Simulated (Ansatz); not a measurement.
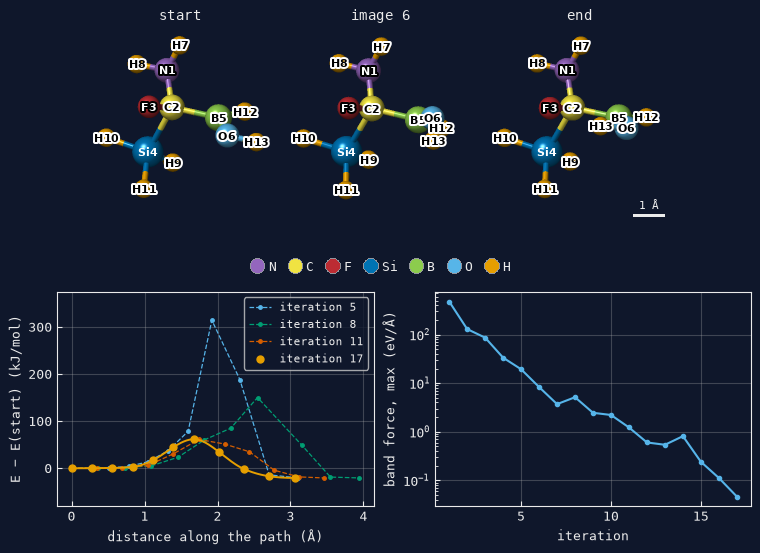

NEB run on CH$_{7}$BFNOSi. Images are numbered from 0 (start) to 10 (end). The plot follows the band through its iterations. The picture is a ball-and-stick view, seen at a tilt.

Level of theory: Ansatz 0.2.0, RKS CAM-B3LYP-D4/6-31G*. Set-up: 9 movable images; climbing image; force threshold 0.05 eV/Å; iteration limit 18; starting path through a guess of the saddle point.

**Judge this run.**

The run is converged, with reservations. The band converged in 17 iterations. The largest component of the band force went from 480 to 0.046 eV/Å. The climbing image converged on the top of the path. Its vibrational analysis gives 2 imaginary modes over 30i cm⁻¹, so it isn't confirmed as a transition state. The first iteration put the highest image at 8135.3 kJ/mol. The energy climbs by 61.7 kJ/mol to image 6 and then falls by 82.2 kJ/mol, so the end point sits at −20.5 kJ/mol.

The run took 15 min on 2 threads of Intel(R) Xeon(R) Platinum 8259CL CPU @ 2.50GHz (Skylake/Cascade Lake), with other jobs on the host, peak memory 0.34 GiB.
